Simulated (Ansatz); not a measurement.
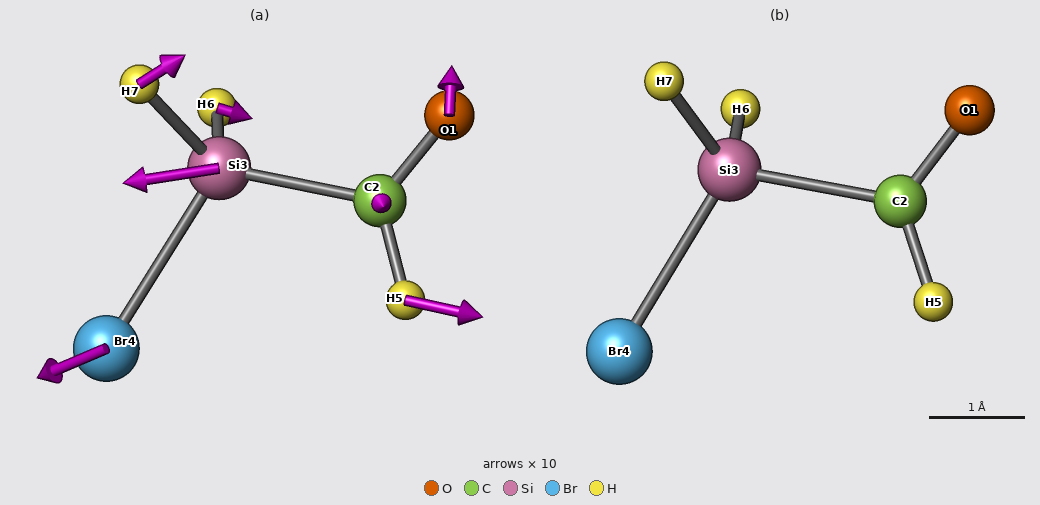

The structure of CH3BrOSi (coarse preliminary run) before (left) and after (right) a relaxation, at one scale. The purple arrows give the displacements, magnified 10 times.

The picture is a ball-and-stick view, seen at a tilt.

The start comes from a force field.

Level of theory: RKS PBE-D4/def2-SVP in Ansatz 0.2.0.

Input
```yaml
crystal:
  periodic: [false, false, false]
  atoms:
    - {symbol: O, position_ang: [-0.714900, 0.541100, -1.888900]}
    - {symbol: C, position_ang: [-0.523500, -0.251100, -1.039800]}
    - {symbol: Si, position_ang: [0.263700, 0.288100, 0.539700]}
    - {symbol: Br, position_ang: [0.649300, -1.483700, 1.857400]}
    - {symbol: H, position_ang: [-0.755700, -1.324300, -1.165700]}
    - {symbol: H, position_ang: [-0.528500, 1.279200, 1.315600]}
    - {symbol: H, position_ang: [1.670800, 0.882600, 0.336000]}
basis:
  gaussian: {orbitals: def2-SVP}
hamiltonian: {xc: pbe, dispersion: d4}
relax: {f_tol: 0.03, max_steps: 200}
```

Launched with:
```bash
ansatz run in.yaml --threads 2 --pin off --events-out ev --progress --plain --max-ram 4352MiB
```

Describe what moved and what it gained.

Answer. Over 4 accepted moves (5 points after the start) the energy falls by 0.246 eV. Largest force component: 3 eV/Å at the start, 0.019 eV/Å at the end. The line search rejected the trial step at point 2 of the run. The largest move after the best rigid fit is that of Si3, 0.10 Å. Largest moves by element: Si 0.10 Å, Br 0.10 Å, H 0.09 Å, O 0.06 Å, C 0.02 Å. Near-neighbour distances that change, for instance: C2–Si3 1.845 → 1.946 Å, Si3–H7 1.541 → 1.501 Å, O1–C2 1.177 → 1.216 Å, C2–H5 1.105 → 1.137 Å. Among the angles between lasting bonds that change: Br4–Si3–H7 103.0° → 109.8°, C2–Si3–H6 114.5° → 108.1°, C2–Si3–H7 112.9° → 108.1°.
